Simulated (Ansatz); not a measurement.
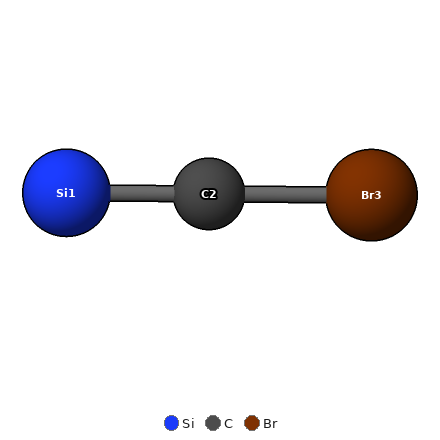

The system is CBrSi, SMILES [Si-]#CBr, charge −1; the picture shows the reference structure. The first coordinate is: bond length Si1–C2; the second: bond length C2–Br3. Nothing is relaxed (all other coordinates rigid). Grid: 11 × 11 points. Points are written as (first, second). Energies are in eV, from the lowest grid point. Computed with Ansatz 0.2.0, RKS CAM-B3LYP-D4/def2-SVPD.

Its coordinates:

```yaml
atoms:
  - { symbol: Si, position_ang: [1.2525, 0.8651, 0.7829] }
  - { symbol: C, position_ang: [0.0562, 0.0388, 0.0351] }
  - { symbol: Br, position_ang: [-1.3087, -0.9039, -0.8181] }
```

Range: bond length Si1–C2 from 1.439 to 2.044 Å; bond length C2–Br3 from 1.642 to 2.332 Å.

What landscape does the calculation give?

Answer. The lowest grid point is at (1.620 Å, 1.849 Å). It is the only kind of minimum in the scanned range. The highest grid point, (2.044 Å, 2.332 Å), lies 2.86 eV above the lowest. Round the minimum the two coordinates are nearly uncoupled.

```
bond length C2–Br3 ↓, bond length Si1–C2 →  1.439  1.499  1.560  1.620  1.681  1.741  1.802  1.862  1.923  1.983  2.044
                                     2.332   2.14   1.48   1.12   0.98   1.02   1.17   1.42   1.73   2.09   2.46   2.86
                                     2.263   1.95   1.29   0.92   0.79   0.82   0.98   1.24   1.55   1.91   2.29   2.68
                                     2.194   1.76   1.10   0.73   0.60   0.63   0.80   1.05   1.37   1.73   2.11   2.52
                                     2.125   1.58   0.92   0.55   0.41   0.45   0.62   0.87   1.19   1.56   1.95   2.35
                                     2.056   1.41   0.75   0.38   0.25   0.29   0.45   0.71   1.04   1.41   1.80   2.21
                                     1.987   1.28   0.62   0.25   0.11   0.15   0.32   0.58   0.91   1.28   1.67   2.09
                                     1.918   1.20   0.53   0.16   0.02   0.06   0.23   0.49   0.82   1.19   1.59   2.01
                                     1.849   1.18   0.51   0.14   0.00   0.04   0.21   0.47   0.80   1.17   1.57   1.99
                                     1.780   1.28   0.60   0.22   0.08   0.12   0.28   0.54   0.87   1.25   1.65   2.07
                                     1.711   1.51   0.83   0.45   0.30   0.33   0.50   0.76   1.08   1.46   1.86   2.28
                                     1.642   1.96   1.26   0.87   0.72   0.75   0.90   1.16   1.48   1.86   2.25   2.67
```

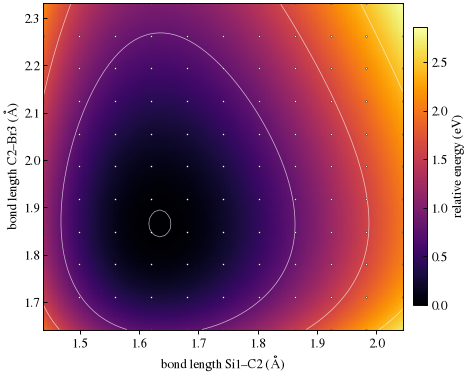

In the figure: a smooth colour map with a few white contour lines, dots at the grid points. Between grid points the surface is interpolated.

Time for the 121 points that were run: 8.4 min on 1 thread of Intel(R) Xeon(R) Platinum 8488C (Sapphire Rapids), with other jobs on the host.
